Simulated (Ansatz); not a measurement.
**Single-point calculation of CH₄BrClSi**

- system: CH₄BrClSi, SMILES [SiH3]C(Cl)Br
- method: RKS PBE-D4/def2-TZVPP (Ansatz 0.2.0)

The geometry comes from this level: PBE0-D4/def2-TZVP. Figures and captions count atoms from 1; the log counts them from 0 in places.

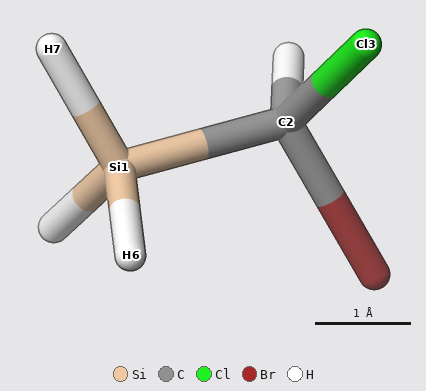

Figure 1. The structure (stick view, seen at a tilt; atoms are numbered from 1 in the order of the input). Bond lengths as drawn: Br–C 1.95 Å, C–Cl 1.77 Å, C–H 1.09 Å, C–Si 1.89 Å and H–Si 1.48 Å.

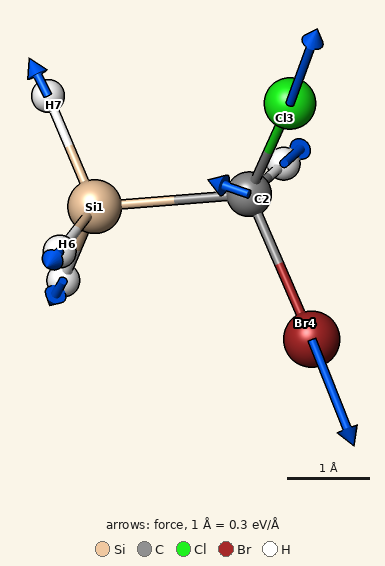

Figure 2. Forces on the atoms as blue arrows (ball-and-stick view, seen at a tilt; atoms are numbered from 1 in the order of the input); the smallest are left out. The largest act on Br4 (0.43 eV/Å); Cl3 (0.40 eV/Å); H8 (0.23 eV/Å); C2 (0.18 eV/Å), among others. The geometry is not a stationary point of this energy.

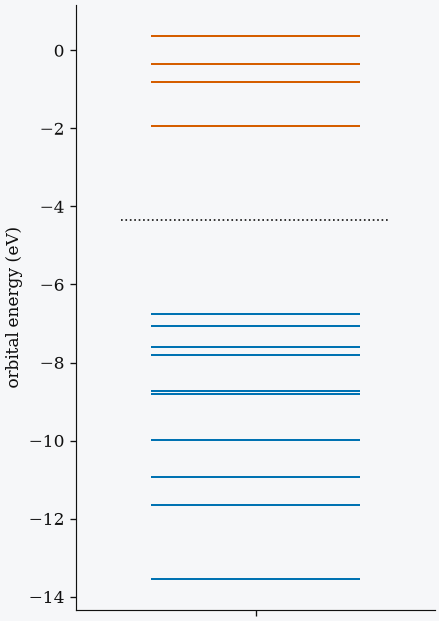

Figure 3. Orbital energies near the frontier; the dotted line parts filled from empty levels, and levels within 0.02 eV of each other stand side by side. Highest filled −6.75 eV, lowest empty −1.95 eV, 4.80 eV apart.

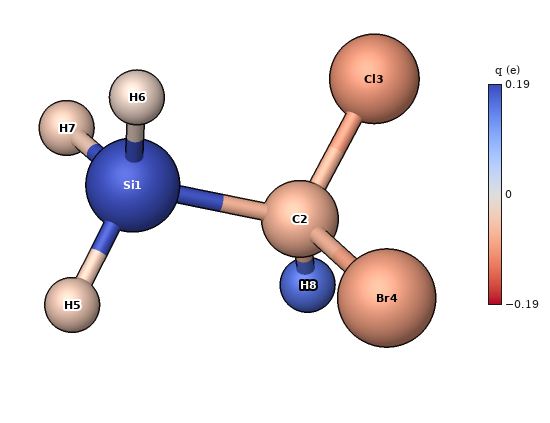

Figure 4. Mulliken charges, as the colour of each atom (ball-and-stick view, seen at a tilt; atoms are numbered from 1 in the order of the input). By element: Si +0.19, C −0.07, Cl −0.09, Br −0.09 and H −0.04 to +0.16 e.

The input and output of the run follow.

Input file:
```yaml
crystal:
  periodic: [false, false, false]
  atoms:
    - {symbol: Si, position_ang: [-0.193093, 0.866537, 0.401936]}
    - {symbol: C, position_ang: [0.333748, -0.739333, -0.453265]}
    - {symbol: Cl, position_ang: [1.075466, -1.834246, 0.721665]}
    - {symbol: Br, position_ang: [-1.224760, -1.534774, -1.302820]}
    - {symbol: H, position_ang: [-0.770794, 1.774730, -0.618873]}
    - {symbol: H, position_ang: [-1.193007, 0.522000, 1.437068]}
    - {symbol: H, position_ang: [1.011263, 1.482301, 1.013980]}
    - {symbol: H, position_ang: [1.053379, -0.594315, -1.255593]}
basis:
  gaussian: {orbitals: def2-TZVPP}
hamiltonian: {xc: pbe, dispersion: d4}
output: {forces: true, orbitals: {seedname: orbitals}}
```

Launch command:
```bash
ansatz run in.yaml --threads 4 --pin off --events-out ev --progress --plain --max-ram 10444MiB
```

Log:
```
Functional definition: PBE
  name "PBE"
  cite "Perdew, Burke & Ernzerhof, Phys. Rev. Lett. 77, 3865 (1996) doi:10.1103/PhysRevLett.77.3865"
  parent pbe
  parameter kappa = 0.804
  parameter beta = 0.06672455060314922
  exchange = pbe_x(kappa = kappa, mu = beta*pi^2/3)
  correlation = pbe_c(beta = beta)
1374 factors; their error is unknown
mean field evaluation 1: about -91522.6726 eV, gradient 5.0e1 eV
mean field evaluation 2: about -91506.0219 eV, gradient 8.9e1 eV
mean field evaluation 4: about -91528.3708 eV, gradient 3.4e0 eV
mean field evaluation 8: about -91528.3942 eV, gradient 1.1e-1 eV
mean field evaluation 16: about -91528.3416 eV, gradient 3.0e-4 eV
mean field -91528.34156672 eV, -3363.6045124387 hartree, gradient 4.3e-5 eV, S^2 0.000000; 0 other end points of the search recorded, 0 dependent functions left out
the calculation of the forces begins
reference -91528.34160715 eV, -3363.6045139244 hartree; 38, 38 occupied and 181, 181 virtual orbitals, 1374 factors
Total energy: -91528.56779203 eV, -3363.6128260657 hartree
Atom 0 at    -0.193093     0.866537     0.401936 Å, force    -0.003654     0.023857    -0.001081 eV/Å
Atom 1 at     0.333748    -0.739333    -0.453265 Å, force     0.040579     0.171222     0.038134 eV/Å
Atom 2 at     1.075466    -1.834246     0.721665 Å, force     0.195128    -0.226998     0.265960 eV/Å
Atom 3 at    -1.224760    -1.534774    -1.302820 Å, force    -0.341893    -0.149655    -0.206515 eV/Å
Atom 4 at    -0.770794     1.774730    -0.618873 Å, force    -0.062692     0.105572    -0.102975 eV/Å
Atom 5 at    -1.193007     0.522000     1.437068 Å, force    -0.105522    -0.032641     0.110470 eV/Å
Atom 6 at     1.011263     1.482301     1.013980 Å, force     0.124502     0.073920     0.070087 eV/Å
Atom 7 at     1.053379    -0.594315    -1.255593 Å, force     0.153551     0.034723    -0.174081 eV/Å
Dipole moment:     0.111498     0.254266    -0.058923 e Å
```

Summary:

- outcome: converged
- total energy: −91528.5678 eV
- mean-field energy: −91528.3416 eV
- dispersion energy: −0.2262 eV
- SCF solution under orbital rotations: stable
- HOMO: −6.75 eV
- LUMO: −1.95 eV
- largest force (length of the vector): 0.427 eV/Å
- dipole moment: 1.36 D
- hardware: 4 threads of Arm Neoverse V2, 23 GiB of memory available, shared host
- wall time: 1.9 s (CPU time 7 s)
- peak memory: 0.3 GiB
